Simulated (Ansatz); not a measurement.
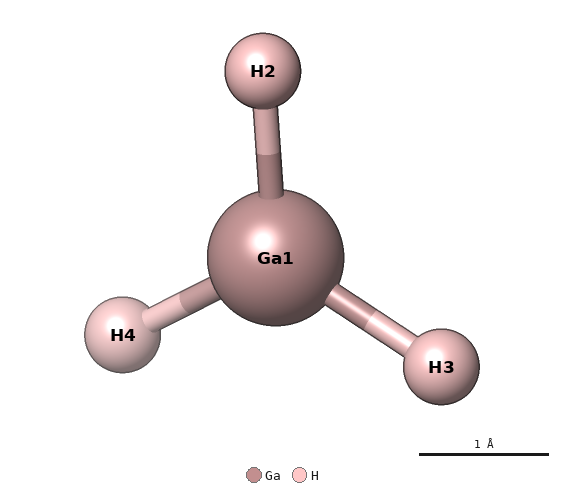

Orthographic view. Depth is shown by fading: the farther an atom, the more it takes the colour of the background. Computed geometry: PBE0-D4/def2-TZVP optimisation.

Write a Z-matrix (Å, degrees) in the order of the atom numbers, with these reference atoms: 2 to 1; 3 to 1, 2; 4 to 1, 2, 3.

```
Ga 
H    1   1.568
H    1   1.568   2   120.0
H    1   1.568   2   120.0   3   180.0
```
